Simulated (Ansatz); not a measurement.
Cl$_{3}$In$_{8}$P$_{7}$

Input file:

```
crystal:
  periodic: [false, false, false]
  atoms:
    - {symbol: P, position_ang: [0.018728, 1.140772, -4.697167]}
    - {symbol: P, position_ang: [0.974992, -1.483324, -0.784787]}
    - {symbol: P, position_ang: [-3.152109, 0.729873, -1.089032]}
    - {symbol: P, position_ang: [-1.532119, 1.158693, 2.846156]}
    - {symbol: P, position_ang: [0.778356, 3.092198, 0.234099]}
    - {symbol: P, position_ang: [0.655417, -2.968190, 3.592720]}
    - {symbol: P, position_ang: [3.212593, 0.848710, 2.305260]}
    - {symbol: In, position_ang: [-1.897561, 0.739138, -3.275961]}
    - {symbol: In, position_ang: [-1.559532, -1.294200, -0.776946]}
    - {symbol: In, position_ang: [-0.921971, -1.247626, 2.846475]}
    - {symbol: In, position_ang: [1.077800, -0.251047, -2.994094]}
    - {symbol: In, position_ang: [1.997374, 0.776941, -0.032927]}
    - {symbol: In, position_ang: [-1.412936, 1.872286, 0.310922]}
    - {symbol: In, position_ang: [0.878065, 1.957951, 2.555485]}
    - {symbol: In, position_ang: [2.211080, -1.258490, 3.018963]}
    - {symbol: Cl, position_ang: [-2.122344, -2.153498, -3.056710]}
    - {symbol: Cl, position_ang: [-2.571943, -2.503797, 1.209801]}
    - {symbol: Cl, position_ang: [3.366111, 0.843608, -2.212246]}
basis:
  gaussian: {orbitals: def2-TZVP, fitting: {mean_field: def2-universal-jkfit}, initial_orbitals: start.molden}
hamiltonian: {xc: pbe0, dispersion: d4}
scf: {omitted_lower_state_checks: [starts]}
output: {forces: true, orbitals: {seedname: orbitals}}
```

Run with:

```sh
ansatz run in.yaml --threads 2 --pin off --events-out ev --progress --plain --max-ram 32768MiB --backend cuda --devices 0, --max-vram 18GiB
```

Geometry: r2SCAN-D4/def2-SVP; core potentials replace the inner electrons of In.

Computed with RKS PBE0-D4/def2-TZVP in Ansatz.

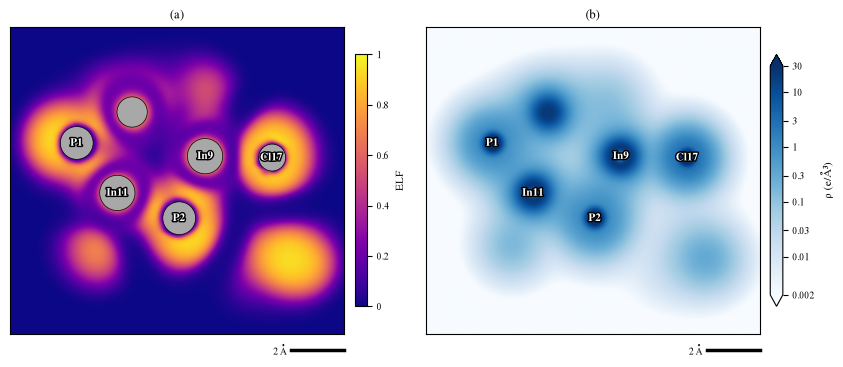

Figure 1. (a) ELF; (b) electron density on the plane of atoms P2, In9 and Cl17. Grey discs cover the atomic cores in the ELF map.

**What does the map show?**

Atoms in the plane: P, In and Cl. In–P (2.44 Å): the density is about 0.52 e/Å³ at the midpoint; the ELF peaks at about 0.75 in the valence shell of P, 1.0 Å from its nucleus, and drops to about 0.20 between the two atoms. In–P (2.53 Å): ρ at the midpoint is about 0.47 e/Å³; the ELF peaks at about 0.80 in the valence shell of P, 1.0 Å from its nucleus, and drops to about 0.20 between the two atoms. The ELF also peaks beside P6, P2, Cl17 and P1, away from the bonds: lone-pair regions.

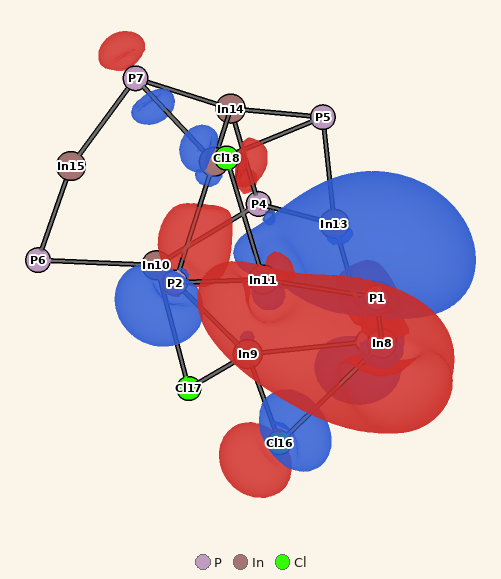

Figure 2. The HOMO at ±0.04 Å⁻³ᐟ² (blue and red are the two phases), seen at an oblique angle.

**What is the character of this orbital?**

Its weight (Hirshfeld) is mainly on P1 (about 65 %), In8 (about 15 %) and In11 (about 10 %). Its energy is −6.11 eV.

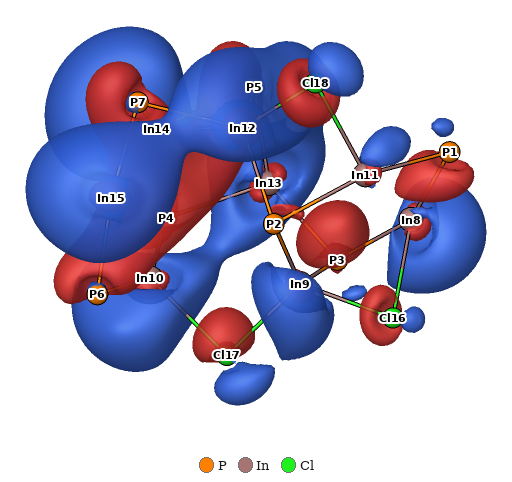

Figure 3. One frontier orbital at ±0.04 Å⁻³ᐟ² (red and blue are the two phases), seen at an oblique angle.

**Which orbital is it: HOMO or LUMO?**

The LUMO, at −3.61 eV. By Hirshfeld shares it lies mainly on In14 (about 25 %), In15 (about 15 %), In10 (about 10 %) and P5 (about 5 %).
